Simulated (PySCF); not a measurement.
```
atom   x (Å)   y (Å)    z (Å)
  Ga  0.0000  0.0000  -0.3438
   N  0.0000  0.0000   1.6922
```

All numbers below come from PySCF, PBE0/aug-cc-pVDZ(-PP), non-relativistic Hamiltonian with scalar-relativistic core potentials where named, at a bond length of 2.036 Å.

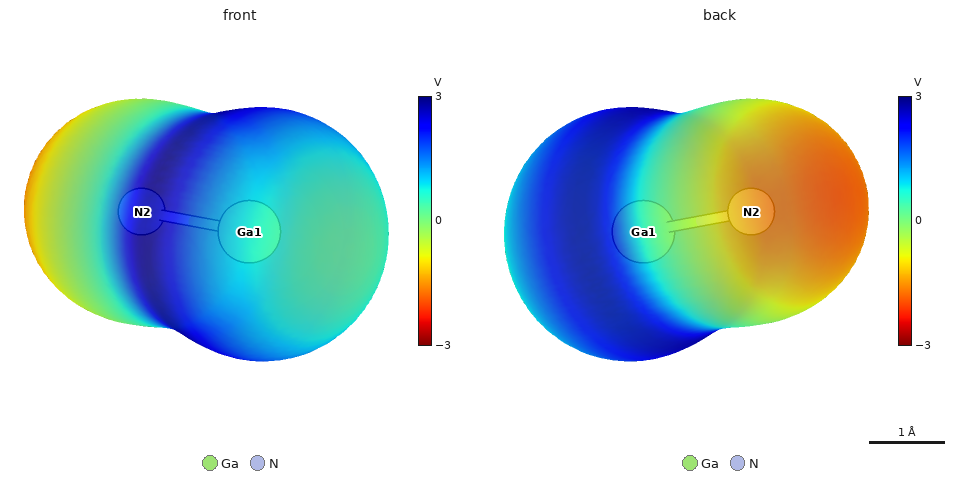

GaN (triplet). The molecular electrostatic potential painted on the density surface at 0.004 e/bohr³, seen from the front and from behind; red is negative and blue positive.

Q: Describe the electrostatic potential map.

A: The most negative region (about −2.1 V) lies over N2, the most positive (about +2.8 V) over Ga1. N2 is the likeliest acceptor of a hydrogen bond.
